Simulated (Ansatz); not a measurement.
```yaml
crystal:
  lattice:
    - [3.27877, 0.00000, 0.00000]
    - [-1.63938, 2.83950, 0.00000]
    - [0.00000, 0.00000, 33.45347]
  atoms:
    - { symbol: Hf, position: [0.33333, 0.66667, 0.10318] }
    - { symbol: Hf, position: [0.33333, 0.66667, 0.25000] }
    - { symbol: Hf, position: [0.00000, 0.00000, 0.17504] }
    - { symbol: Hf, position: [0.33333, 0.66667, 0.39682] }
    - { symbol: Hf, position: [0.00000, 0.00000, 0.32496] }
    - { symbol: Hf, position: [0.66667, 0.33333, 0.89682] }
    - { symbol: Hf, position: [0.00000, 0.00000, 0.82496] }
    - { symbol: Hf, position: [0.66667, 0.33333, 0.60318] }
    - { symbol: Hf, position: [0.66667, 0.33333, 0.75000] }
    - { symbol: Hf, position: [0.00000, 0.00000, 0.67504] }
    - { symbol: Cl, position: [0.66667, 0.33333, 0.04958] }
    - { symbol: Cl, position: [0.66667, 0.33333, 0.45042] }
    - { symbol: Cl, position: [0.33333, 0.66667, 0.95042] }
    - { symbol: Cl, position: [0.33333, 0.66667, 0.54958] }
```

Space group P6₃/mmc; a generated structure, not necessarily the stable one; changed on purpose from its base cell (volume × 0.94, shape and atoms relaxed).

The calculation used Ansatz 0.2.0, DFT PBE, scalar-relativistic, plane waves, PAW.

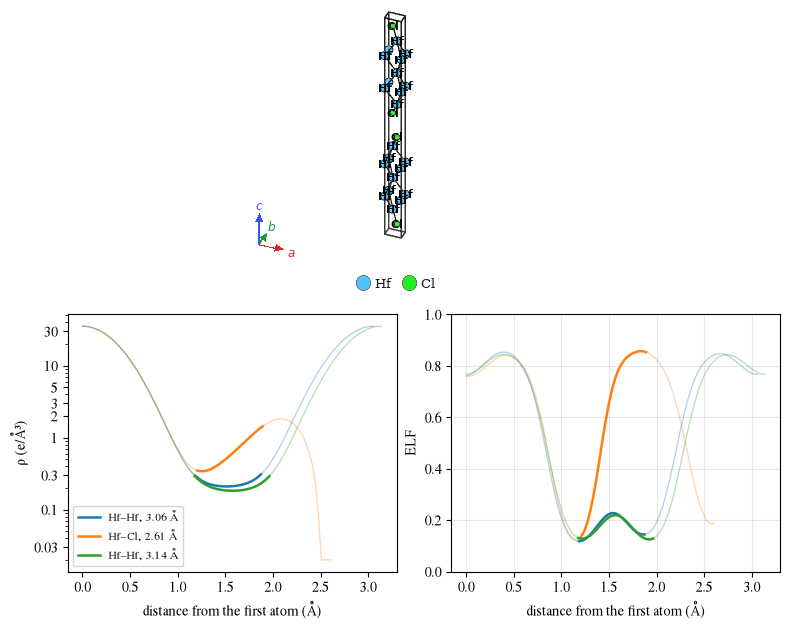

Hf5Cl2. Valence electron density and ELF along straight lines between neighbouring atoms. Thin, pale parts lie inside the atomic spheres. The structure is drawn too.

The density is the valence pseudo-density of a PAW calculation; it isn't the true density close to the nuclei.

> Compare the contacts.

Hf–Hf (3.06 Å): the density is about 0.21 e/Å³ at the midpoint; the ELF is about 0.25 at the midpoint (no localised pair shows between them).
Hf–Cl (2.61 Å): the density is about 0.35 e/Å³ at the midpoint; the ELF peaks at about 0.85 in the valence shell of Cl, 0.8 Å from its nucleus, and is about 0.25 at the midpoint: no shared electron pair shows on this line.
Hf–Hf (3.14 Å): the density is about 0.18 e/Å³ at the midpoint; the ELF is about 0.20 at the midpoint (no localised pair shows between them).
